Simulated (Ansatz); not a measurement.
The parent structure is MoS2 (space group P6_3/mmc, No. 194; a = 3.149 Å, c = 12.089 Å; layered, stacked along the Cartesian z axis). Axes: x lies along a and z along c of the hexagonal cell.

Structures relaxed with PBE-D3(BJ) (Ansatz, an electronic-structure program), without spin-orbit coupling.

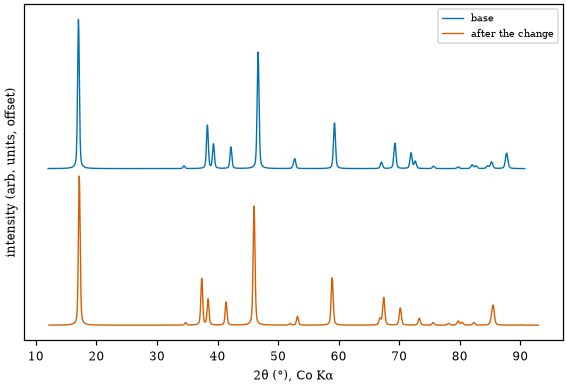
Figure. Simulated powder patterns before (top) and after one change

Problem. Which of these changes matches the shifts?
(A) biaxial strain +2.40 %, plane normal [001], relaxed out of plane
(B) biaxial strain +0.60 %, plane normal [001], relaxed out of plane
(C) biaxial strain +1.20 %, plane normal [001], relaxed out of plane

Solution. A, biaxial strain +2.40 %, plane normal [001], relaxed out of plane. Its volume per atom is 18.01 Å³ against 17.31 Å³, and its space group is P6_3/mmc (No. 194).

No phonon test of stability was made.
